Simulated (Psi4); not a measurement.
**M06-2X/def2-TZVPPD (sweep point 5) run of AlH (SMILES [AlH])**

Aim: the vertical ionisation energy of AlH at M06-2X/def2-TZVPPD (sweep point 5), from 2 runs. 

The calculation is run with Psi4 1.11.

### Step 1. Starting point

The species is AlH (2 atoms), meant as a singlet with charge 0. As SMILES, `[AlH]`. Geometry: a GFN2-xTB relaxation, a rough one for these elements and not checked as a minimum.

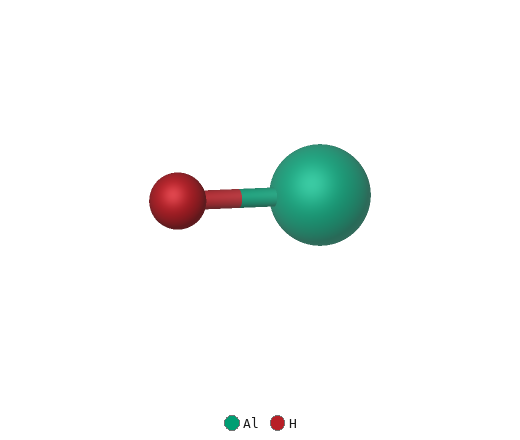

The structure, seen from a chosen angle (aluminium teal, hydrogen red).

### Step 2. A single-point energy at M06-2X/def2-TZVPPD (sweep point 5)

The input, run.py:

```python
import psi4

psi4.set_memory('1600 MB')
psi4.set_num_threads(1)
psi4.set_output_file('output.dat', False)

m = psi4.geometry("""
0 1
Al     0.000000     0.000000     0.000000
H      0.000000     0.000000     1.613470
units angstrom
symmetry c1
""")

options = {'basis': 'def2-TZVPPD', 'puream': True, 'scf_type': 'pk', 'dft_radial_points': 99, 'dft_spherical_points': 590}
psi4.set_options(options)

energy_value, wavefunction = psi4.energy("m06-2x", return_wfn=True)
print(f'm06-2x energy: {energy_value:.10f} Eh')
```

The run is started by

```sh
$ python run.py
```

output.dat:

```text
[...]
  Running in c1 symmetry.
[...]
  Nuclear repulsion =    4.263670064339592
[...]
  Multiplicity = 1
[...]
  Nalpha       = 7
  Nbeta        = 7
[...]
    Number of basis functions: 65
[...]
   @RKS iter   1:  -242.94536678669988   -4.17470e-01   3.03899e-03 ADIIS/DIIS
[...]
   @RKS iter   6:  -242.95784417557891   -4.42151e-08   7.58223e-07 DIIS
[...]
    Orbital Energies [Eh]
    ---------------------
    Doubly Occupied:
       1A    -56.854514     2A     -4.383752     3A     -2.884751
       4A     -2.884751     5A     -2.880750     6A     -0.421696
       7A     -0.244942
[...]
  @RKS Final Energy:  -242.95784417557891
   => Energetics <=
    Nuclear Repulsion Energy =              4.2636700643395917
    One-Electron Energy =                -346.0151591251450327
    Two-Electron Energy =                 107.7799581252106123
    DFT Exchange-Correlation Energy =      -8.9863132399840815
    Empirical Dispersion Energy =           0.0000000000000000
    VV10 Nonlocal Energy =                  0.0000000000000000
    Total Energy =                       -242.9578441755789129
[...]
 Multipole Moments:
 ------------------------------------------------------------------------------------
     Multipole            Electronic (a.u.)      Nuclear  (a.u.)        Total (a.u.)
 ------------------------------------------------------------------------------------
 L = 1.  Multiply by 2.5417464519 to convert [e a0] to [Debye]
 Dipole X            :          0.0000000            0.0000000            0.0000000
 Dipole Y            :         -0.0000000            0.0000000           -0.0000000
 Dipole Z            :         -1.5426090            1.5119950           -0.0306140
 Magnitude           :                                                    0.0306140
[...]
```

On the terminal:

```text
m06-2x energy: -242.9578441756 Eh
```

Run time: 6 s. Hardware: 1 thread of Intel Xeon Platinum 8488C (Sapphire Rapids), shared host; peak memory 0.74 GiB.

### Step 3. The doublet cation, same level

The input, job.py:

```python
import psi4

psi4.set_memory('1600 MB')
psi4.set_num_threads(1)
psi4.set_output_file('psi4.out', False)

mol = psi4.geometry("""
1 2
Al     0.000000     0.000000     0.000000
H      0.000000     0.000000     1.613470
units angstrom
symmetry c1
""")

psi4.set_options({
    'basis': 'def2-TZVPPD',
    'reference': 'uks',
    'puream': True,
    'scf_type': 'pk',
    'dft_radial_points': 99,
    'dft_spherical_points': 590,
    'maxiter': 150,
})

result = psi4.energy("M06-2X")
print(f'total energy {result:.8f} hartree = {result * 27.211386:.5f} eV')
```

The run is started by

```sh
$ python job.py
```

psi4.out:

```text
[...]
  Running in c1 symmetry.
[...]
  Nuclear repulsion =    4.263670064339592
[...]
  Multiplicity = 2
[...]
  Nalpha       = 7
  Nbeta        = 6
[...]
    Number of basis functions: 65
[...]
   @UKS iter   1:  -242.63656851566577   -1.08672e-01   2.77883e-03 ADIIS/DIIS
[...]
   @UKS iter   9:  -242.65973926476093   -1.59961e-08   2.40246e-07 DIIS
[...]
   @S^2 Observed:                7.583094670E-01
[...]
    Orbital Energies [Eh]
    ---------------------
    Alpha Occupied:
       1A    -57.189397     2A     -4.713504     3A     -3.213213
       4A     -3.213213     5A     -3.212816     6A     -0.721572
       7A     -0.552605
    Alpha Virtual:
       8A     -0.281775     9A     -0.281775    10A     -0.151424
      11A     -0.133500    12A     -0.094865    13A     -0.094865
      14A     -0.089391    15A     -0.089391    16A     -0.056613
      17A     -0.024627    18A      0.016417    19A      0.016417
      20A      0.031786    21A      0.031786    22A      0.052533
      23A      0.052533    24A      0.079908    25A      0.111967
[...]
  @UKS Final Energy:  -242.65973926476093
   => Energetics <=
    Nuclear Repulsion Energy =              4.2636700643395917
    One-Electron Energy =                -341.6168821636281905
    Two-Electron Energy =                 103.5559845803781940
    DFT Exchange-Correlation Energy =      -8.8625117458505365
    Empirical Dispersion Energy =           0.0000000000000000
    VV10 Nonlocal Energy =                  0.0000000000000000
    Total Energy =                       -242.6597392647609297
[...]
 Multipole Moments:
 ------------------------------------------------------------------------------------
     Multipole            Electronic (a.u.)      Nuclear  (a.u.)        Total (a.u.)
 ------------------------------------------------------------------------------------
 L = 1.  Multiply by 2.5417464519 to convert [e a0] to [Debye]
 Dipole X            :         -0.0000000            0.0000000           -0.0000000
 Dipole Y            :          0.0000000            0.0000000            0.0000000
 Dipole Z            :         -1.7009467            1.5119950           -0.1889517
 Magnitude           :                                                    0.1889517
[...]
```

Standard output:

```text
total energy -242.65973926 hartree = -6603.10783 eV
```

It took 12 s on 1 thread of Intel Xeon Platinum 8488C (Sapphire Rapids), shared host; peak memory 0.74 GiB.

### Step 4. Summary of results

At M06-2X/def2-TZVPPD (sweep point 5):

| quantity | value |
| --- | --- |
| singlet AlH: total energy | -242.95784 Eh |
| singlet AlH: dipole moment | 0.08 D |
| singlet AlH: HOMO energy | -6.67 eV |
| singlet AlH: LUMO energy | -1.00 eV |
| singlet AlH: HOMO–LUMO gap | 5.67 eV |
| doublet cation: total energy | -242.65974 Eh |
| doublet cation: HOMO energy (highest over α and β) | -15.04 eV |
| doublet cation: LUMO energy (lowest over α and β) | -10.02 eV |
| doublet cation: ⟨S²⟩ | 0.758 |
| vertical ionisation energy (to the doublet cation) | 8.112 eV |

The vertical ionisation energy comes to 8.11 eV (783 kJ/mol). −ε(HOMO) before ionisation, 6.67 eV, is 1.45 eV below this ionisation energy.
